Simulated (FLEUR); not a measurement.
# free Fe(110) film, 6 layers: anisotropy by force theorems, part 2 of 2

Aim: the anisotropy of free Fe(110) film, 6 layers from single passes in the potential of one collinear state.

FLEUR MaX-R8.1; PBE; all-electron FLAPW film, Dirac cores, scalar-relativistic bands.

So far. Step 2 (The magnetic state): After 71 cycles the largest moment stands at 2.67 μB.

**5. Spin–orbit coupling, moments along z**

Level of this step: PBE; all-electron FLAPW film, Dirac cores, scalar-relativistic bands with spin-orbit coupling (FLEUR).

Spin–orbit coupling ties the spins to the lattice and lets orbital moments form.

A new self-consistent run of the start ferro ++++++, with the moments along z. The k list default-1 (kpts.xml, not shown) is a Γ-centred 32×32×1 mesh.

inp.xml reads:

```
<?xml version="1.0" encoding="UTF-8" standalone="no"?>
<fleurInput fleurInputVersion="0.39">
   <comment>
      Fe
   </comment>
   <calculationSetup>
      <cutoffs Kmax="3.68" Gmax="11.0" GmaxXC="11.0" numbands="216"/>
      <scfLoop itmax="150" minDistance="0.00002" maxIterBroyd="15" imix="Anderson" alpha="0.03" precondParam="0.0" spinf="2.0" sdNocoIR="T"/>
      <coreElectrons ctail="T" frcor="F" kcrel="0" coretail_lmax="0"/>
      <xcFunctional name="pbe" relativisticCorrections="F"/>
      <magnetism jspins="2"/>
      <soc l_soc="T" theta="0.0" phi="0.0" spav="F"/>
      <expertModes spex="0" secvar="F"/>
      <geometryOptimization l_f="F" forcealpha="1.0" forcemix="BFGS" epsdisp="0.00001" epsforce="0.00001"/>
      <ldaU l_linMix="F" mixParam="0.05" spinf="1.0"/>
   </calculationSetup>
   <cell>
      <bzIntegration valenceElectrons="96.0" mode="hist" fermiSmearingEnergy="0.00183747">
         <kPointListSelection listName="default-1"/>
         <xi:include xmlns:xi="http://www.w3.org/2001/XInclude" href="kpts.xml"> </xi:include>
      </bzIntegration>
      <xi:include xmlns:xi="http://www.w3.org/2001/XInclude" href="sym.xml"> </xi:include>
      <filmLattice scale="1.0" dVac="24.41" dTilda="26.91">
         <bravaisMatrixFilm>
            <row-1>    2.7079775365518000    -3.8296584928783730</row-1>
            <row-2>    2.7079775365518000     3.8296584928783730</row-2>
         </bravaisMatrixFilm>
         <vacuumEnergyParameters vacuum="1" spinUp="-.25" spinDown="-.25"/>
      </filmLattice>
   </cell>
   <atomSpecies>
      <species name="Iron (Fe) 2.800" element="Fe" atomicNumber="26">
         <mtSphere radius="2.23" gridPoints="737" logIncrement="0.016"/>
         <atomicCutoffs lmax="8" lnonsphr="6"/>
         <electronConfig flipSpins="F">
            <coreConfig>(1s1/2) (2s1/2) (2p1/2) (2p3/2)</coreConfig>
            <valenceConfig>(3s1/2) (3p1/2) (3p3/2) (4s1/2) (3d3/2) (3d5/2)</valenceConfig>
            <stateOccupation state="(3d3/2)" spinUp="1.4" spinDown="1.0"/>
            <stateOccupation state="(3d5/2)" spinUp="3.0" spinDown="0.6"/>
         </electronConfig>
         <energyParameters s="4" p="4" d="3" f="4"/>
         <lo type="SCLO" l="0" n="3" eDeriv="0"/>
         <lo type="SCLO" l="1" n="3" eDeriv="0"/>
      </species>
   </atomSpecies>
   <atomGroups>
      <atomGroup species="Iron (Fe) 2.800">
         <filmPos label="                   1">-1.000/4.000 -1.000/4.000 -9.5743090379</filmPos>
         <filmPos label="                   6">1.000/4.000 1.000/4.000 9.5743090379</filmPos>
         <force calculate="T" relaxXYZ="TTT"/>
      </atomGroup>
      <atomGroup species="Iron (Fe) 2.800">
         <filmPos label="                   2">1.000/4.000 1.000/4.000 -5.7445580599</filmPos>
         <filmPos label="                   5">-1.000/4.000 -1.000/4.000 5.7445580599</filmPos>
         <force calculate="T" relaxXYZ="TTT"/>
      </atomGroup>
      <atomGroup species="Iron (Fe) 2.800">
         <filmPos label="                   3">-1.000/4.000 -1.000/4.000 -1.9148526866</filmPos>
         <filmPos label="                   4">1.000/4.000 1.000/4.000 1.9148526866</filmPos>
         <force calculate="T" relaxXYZ="TTT"/>
      </atomGroup>
   </atomGroups>
   <output dos="F" band="F" slice="F">
      <bandDOS minEnergy="-.5*Htr" maxEnergy="0.5*Htr" sigma="0.015" storeEVData="T"/>
      <plotting iplot="0" polar="F">
         <plot TwoD="T" vec1="  1.0  0.0  0.0" vec2="  0.0  1.0  0.0" vec3="  0.0  0.0  1.0" zero="  0.0  0.0 -0.5" file="plot"/>
      </plotting>
      <moessbauerParams electricFieldGradient="F" isomerShift="F" coreHyperfine="F" valenceHyperfine="F"/>
   </output>
</fleurInput>
```

crystal.txt reads:

```
Fe
&input film=T cartesian=F /
1.43300000000  -2.02656800000  0.00000000000
1.43300000000  2.02656800000  0.00000000000
0.00000000000  0.00000000000  1.00000000000
1.8897261246
1.0 1.0 1.0

6
26 0.00000000000  0.00000000000  -9.57430903790 : 2.800
26 0.50000000000  0.50000000000  -5.74455805988 : 2.800
26 0.00000000000  0.00000000000  -1.91485268663 : 2.800
26 0.50000000000  0.50000000000  1.91485268663 : 2.800
26 0.00000000000  0.00000000000  5.74455805988 : 2.800
26 0.50000000000  0.50000000000  9.57430903790 : 2.800

&soc 0.0000000 0.0000000 /
&kpt div1=32 div2=32 div3=1 gamma=T /
```

Run with:

```
$ OMP_NUM_THREADS=1 inpgen -f crystal.txt > inpgen.log  # inp.xml is then edited as shown
$ OMP_NUM_THREADS=1 mpirun -n 4 fleur_MPI > fleur.log
```

What it wrote:

```text
[banner, memory and clock lines left out]
Welcome to FLEUR        (www.flapw.de)
      MaX-Release 8.1          (www.max-centre.eu)

 ========== k-point set info ==========
 Selected k-point list: default-1
 k-point list type: mesh
 0 x 0 x 0
 Number of k points: 516

 [... set-up left out ...]
 Iteration:     1   Distance:      24.72205928 me/bohr^3
 Iteration:     2   Distance:      42.46241209 me/bohr^3
 Iteration:     3   Distance:      11.29197722 me/bohr^3
 Iteration:     4   Distance:      14.79589847 me/bohr^3
 Iteration:     5   Distance:       9.26989836 me/bohr^3
 Iteration:     6   Distance:       8.97033626 me/bohr^3
 Iteration:     7   Distance:       8.84831686 me/bohr^3
 Iteration:     8   Distance:       5.06106821 me/bohr^3
[... lines left out ...]
 Iteration:    20   Distance:       0.75775721 me/bohr^3
 Iteration:    21   Distance:       0.74839649 me/bohr^3
 Iteration:    22   Distance:       0.24495862 me/bohr^3
 Iteration:    23   Distance:       0.23522546 me/bohr^3
 Iteration:    24   Distance:       0.12396187 me/bohr^3
 Iteration:    25   Distance:       0.14586317 me/bohr^3

--- out.xml (last complete iteration) ---
<iteration numberForCurrentRun="   25" overallNumber="   25">
         [... left out ...]
         <bandgap value="0.0000000000" units="eV"/>
         <sumValenceSingleParticleEnergies value="-128.3068973616" units="Htr"/>
         <FermiEnergy value="-0.1736554735" units="Htr"/>
         [... left out ...]
         <magneticMomentsInMTSpheres units="muBohr">
            <globalMagMoment atomType="1" vec="0.00000   0.00000   2.65615"/>
            <globalMagMoment atomType="2" vec="0.00000   0.00000   2.39982"/>
            <globalMagMoment atomType="3" vec="0.00000   0.00000   2.29812"/>
         </magneticMomentsInMTSpheres>
         <orbitalMomentsInMTSpheres units="muBohr">
            <globalMagMoment atomType="1" vec="0.00000   0.00000   0.05429"/>
            <globalMagMoment atomType="2" vec="0.00000   0.00000   0.04512"/>
            <globalMagMoment atomType="3" vec="0.00000   0.00000   0.04423"/>
         </orbitalMomentsInMTSpheres>
         [... left out ...]
         <totalEnergy value="    -7636.7526737446" units="Htr">
            <sumOfEigenvalues value="    -4493.7151032530">
               <coreElectrons value="-4365.4082058914"/>
               <valenceElectrons value="-128.3068973616"/>
            </sumOfEigenvalues>
         [... left out ...]
            <freeEnergy value="-7636.7548473368"/>
            <extrapolationTo0K value="-7636.7537605407"/>
         </totalEnergy>
         <densityConvergence units="me/bohr^3">
            <chargeDensity spin="1" distance="0.0807947395"/>
            <chargeDensity spin="2" distance="0.0772653150"/>
            <overallChargeDensity distance="0.0609866741"/>
            <spinDensity distance="0.1458631662"/>
         </densityConvergence>
      </iteration>
```

Run time: 2.3 h. Hardware: 4 MPI ranks of Arm Neoverse N1, shared host; peak memory 4.1 GiB.

The run was cut off at its time limit.

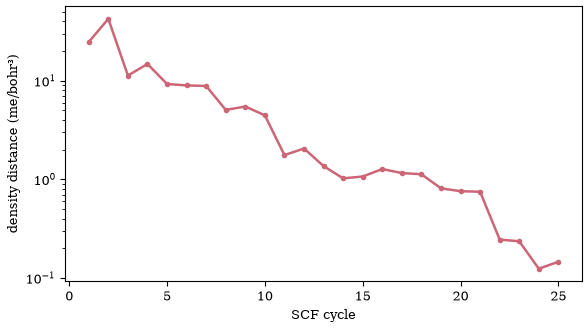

Distance of input and output densities by cycle.

After 25 cycles the density distance stands at 0.15 me/bohr³, above the threshold of 2e-05.

**6. Outcome**

| Quantity | Value |
| --- | --- |
| reference state | ferromagnetic |
| largest sphere moment | 2.67 μB |
| easy direction of those tried | z |
| energy along x less z, force theorem | 0.481 meV a primitive cell |

By the force theorem the moments prefer z; shape anisotropy is not in it, and in a film it favours the plane. The difference for the second direction goes from 0.41 meV (mesh 21×21×1, 192 states, 26 min of CPU time) to 0.48 meV (mesh 32×32×1, 192 states, 57 min), so it is not converged. The self-consistent run with spin–orbit coupling gave no result. The state was typed, and no other order was converged beside it, so it need not be the ground state.

[Logs and program files are shortened in this print: banners, set-up blocks, solver, clock and traceback lines can be left out without a mark of their own.]

[Logs are printed without paths, hosts, clocks, repeated set-up lines and the standing remarks that a program may print on its own settings, such as how far it seeks lower states.]

[Hosts, paths, dates, database ids (printed as entryN), source tags and the programs' standing remarks are cut or masked in the printed files.]

[Where a cell is said to come from a database of computed structures, the database is the Materials Project.]
